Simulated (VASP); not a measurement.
Band structure of CdS (zinc blende). Calculation: modified Becke-Johnson potential (mBJ) with spin-orbit coupling, VASP's PBE PAW potentials (set 64) (plane waves; VASP).

mBJ is a potential without an energy functional, so only the levels count.

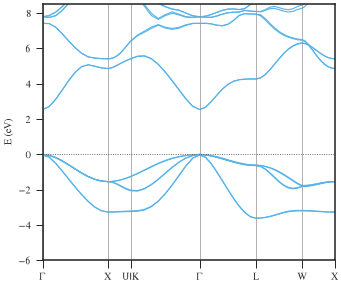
Bands along high-symmetry lines, zero at the valence-band maximum or, without a gap, the Fermi level

**Question.** Read the plot: is there a gap, and where are the band edges?

**Answer.** The gap is direct, 2.54 eV, from the valence maximum at Γ to the conduction minimum at Γ.

Measured: gap 2.48 eV at 4 K (computed value off by +0.06 eV), as given by arXiv:1206.3780.

The compound is CdS in the zinc blende structure, a metastable form; wurtzite is the usual one. It was relaxed first, which changed the volume by +5 %. The cell's shape comes from a PBE relaxation.
